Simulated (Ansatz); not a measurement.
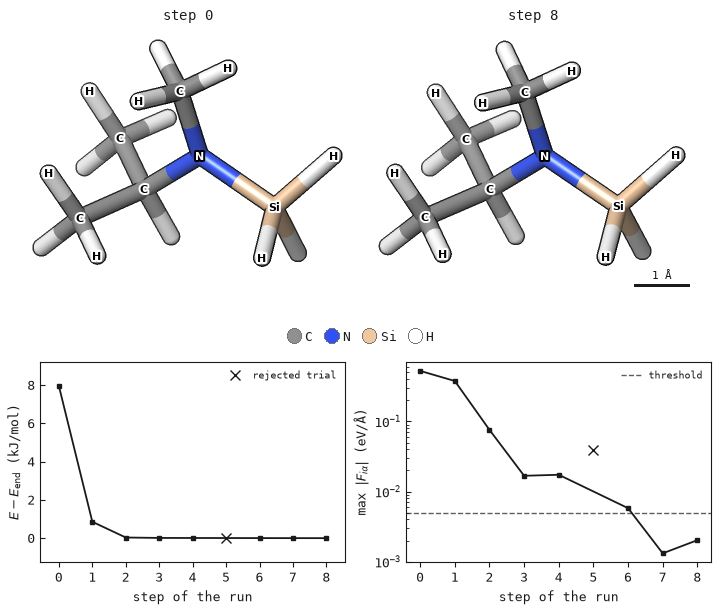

First and last geometry of a relaxation of C₄H₁₃NSi, with the history of the run. Style: stick. Shown at a tilt.

The start comes from PBE-D4/def2-SVP.

These are results of RKS PBE0-D4/def2-TZVP (Ansatz), not measurements.

Input
```yaml
crystal:
  periodic: [false, false, false]
  atoms:
    - {symbol: C, position_ang: [-0.974304, -1.641401, -0.585348]}
    - {symbol: C, position_ang: [-0.157000, -0.348727, -0.725618]}
    - {symbol: C, position_ang: [1.299805, -0.640233, -1.124499]}
    - {symbol: N, position_ang: [-0.270453, 0.505153, 0.469714]}
    - {symbol: C, position_ang: [0.248103, -0.022712, 1.721250]}
    - {symbol: Si, position_ang: [-0.483466, 2.230880, 0.276421]}
    - {symbol: H, position_ang: [-0.992117, -2.195885, -1.545047]}
    - {symbol: H, position_ang: [-0.542894, -2.322735, 0.176724]}
    - {symbol: H, position_ang: [-2.018279, -1.412923, -0.292515]}
    - {symbol: H, position_ang: [-0.616681, 0.235416, -1.554450]}
    - {symbol: H, position_ang: [1.814994, -1.256403, -0.358382]}
    - {symbol: H, position_ang: [1.874095, 0.300281, -1.248266]}
    - {symbol: H, position_ang: [1.345354, -1.198918, -2.081392]}
    - {symbol: H, position_ang: [-0.007455, 0.665073, 2.551952]}
    - {symbol: H, position_ang: [1.356390, -0.156357, 1.736305]}
    - {symbol: H, position_ang: [-0.205138, -1.006504, 1.969358]}
    - {symbol: H, position_ang: [-1.434978, 2.454391, -0.868688]}
    - {symbol: H, position_ang: [0.769966, 3.032828, -0.023354]}
    - {symbol: H, position_ang: [-1.047741, 2.774377, 1.562536]}
basis:
  gaussian: {orbitals: def2-TZVP}
hamiltonian: {xc: pbe0, dispersion: d4}
relax: {f_tol: 0.005, max_steps: 150}
```

Command:
```bash
ansatz run in.yaml --threads 4 --pin off --events-out ev --progress --plain --max-ram 11315MiB
```

Q: Did the run converge, and what did it change?

A: It converged. After 7 accepted moves (8 points after the start) the energy has fallen by 7.95 kJ/mol. The largest force component goes from 0.53 to 0.002 eV/Å. The line search rejected the trial step at point 5 of the run. H18 moves most after the best rigid fit: 0.055 Å. Largest moves by element: H 0.055 Å, Si 0.030 Å, C 0.023 Å, N 0.009 Å. Near-neighbour distances that change, for instance: N4–Si6 1.750 → 1.716 Å, Si6–H18 1.518 → 1.498 Å, Si6–H17 1.506 → 1.487 Å, C5–H15 1.116 → 1.099 Å. Cost: 66 s on 4 threads of Arm Neoverse V2, on a shared host.
